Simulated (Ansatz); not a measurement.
# Fields on a plane of HfO2 (fluorite)

```xyz
3
Lattice="0.0000 2.5491 2.5491 2.5491 0.0000 2.5491 2.5491 2.5491 0.0000" Properties=species:S:1:pos:R:3 pbc="T T T"
Hf     0.0000     0.0000     0.0000
O      1.2745     1.2745     1.2745
O      3.8236     3.8236     3.8236
```

The slice is a {110} plane (indices of the conventional cell) through the point (0.750, 0.750, 0.750) (fractional), spanned by u = [100] and v = [1 -1 -1] in vectors of this cell: u (3.60 Å) and v (5.10 Å, at 90° to u). It covers one period; positions are fractions (u, v).

Atoms on it: Hf at (0.50, 0.75); O at (0.00, 0.50); O at (0.00, 0.00).

Calculation: PBE (plane waves to 420 eV, PAW, scalar-relativistic; Ansatz, a quantum-chemistry and plane-wave program). k mesh 11×11×11. These are valence fields of a PAW run, semicore shells included where kept as valence: close to a nucleus they are smooth pseudo fields. HfO2 is run without spin polarisation. HfO2 was relaxed with its symmetry unable to fall. Spin-orbit coupling is left out, though Hf is heavy. The PAW data are Ansatz's earlier set. This is a high-temperature form of HfO2.

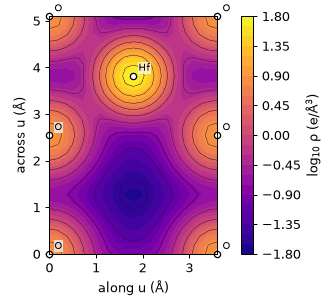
Figure: Log₁₀ of the valence density in e/Å³, one period of the plane, atoms marked. The scale is logarithmic, as a density can span decades between atoms and voids.

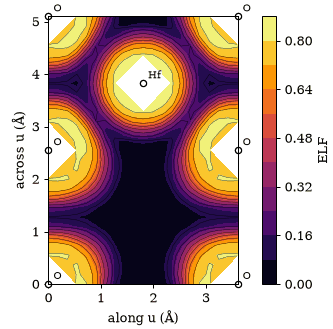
Figure: Electron localisation function (ELF), one period of the plane, atoms marked. Points within 0.4 Å of a nucleus are left white, as the pseudised field means little there.

The density on the Hf–O line (2.21 Å) at its density minimum, 1.2 Å from Hf comes out as 0.52 e/Å³ and the ELF at that point comes out as 0.2.
